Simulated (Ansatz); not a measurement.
Input

```
crystal:
  periodic: [false, false, false]
  atoms:
    - {symbol: C, position_ang: [-0.650905, -0.439201, -0.165359]}
    - {symbol: O, position_ang: [-1.292159, 0.676113, -0.734908]}
    - {symbol: H, position_ang: [-0.527785, -0.359093, 0.933978]}
    - {symbol: H, position_ang: [0.356653, -0.504112, -0.604609]}
    - {symbol: H, position_ang: [-1.167143, -1.397273, -0.379172]}
    - {symbol: H, position_ang: [-2.177150, 0.740896, -0.355212]}
basis:
  gaussian: {orbitals: def2-TZVPD}
output: {forces: true, orbitals: {seedname: orbitals}}
hamiltonian: {xc: pbe0}
magnetization: {spin_polarized: false}
```

Launched as:

```sh
ansatz run input.yaml --threads 1 --pin off --max-ram 2610MiB --events-out events.jsonl --progress --plain --runs-dir runs
```

Geometry: B3LYP-D3(BJ)/def2-SVP.

Level of theory: Ansatz, isolated molecule in a Gaussian basis; Kohn-Sham density functional theory, functional PBE0.

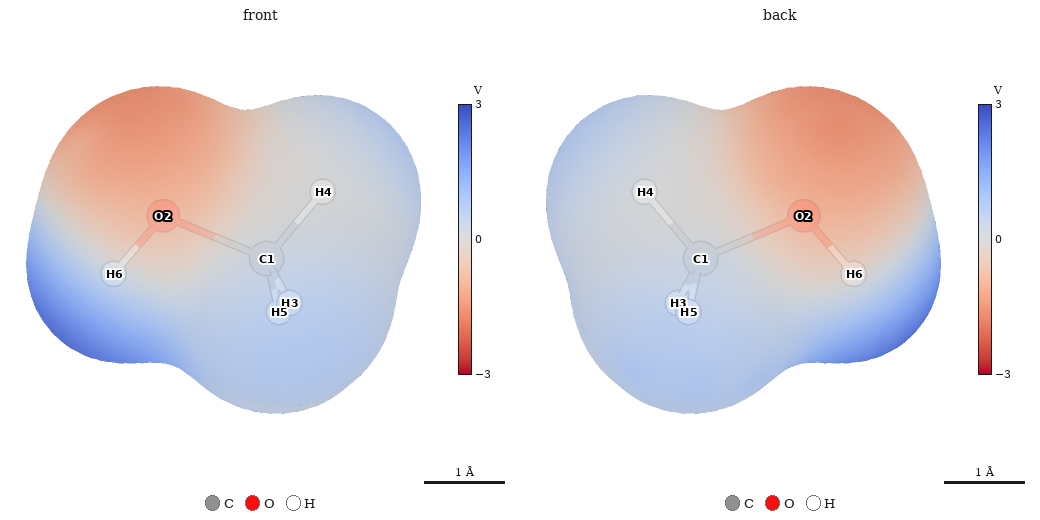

CH4O. The electrostatic potential painted on the density surface at 0.002 e/bohr³, seen from the front and from behind; the colour scale runs from red (negative) to blue (positive).

### Where is the surface potential most negative and most positive?

The most negative region (about −1.6 V, or −37 kcal/mol for a unit charge) lies over O2, the most positive (about +2.3 V, or +53 kcal/mol for a unit charge) over H6. O2 is the likeliest acceptor of a hydrogen bond.

### What dipole moment does the calculation give?

Its dipole moment is 1.62 D.
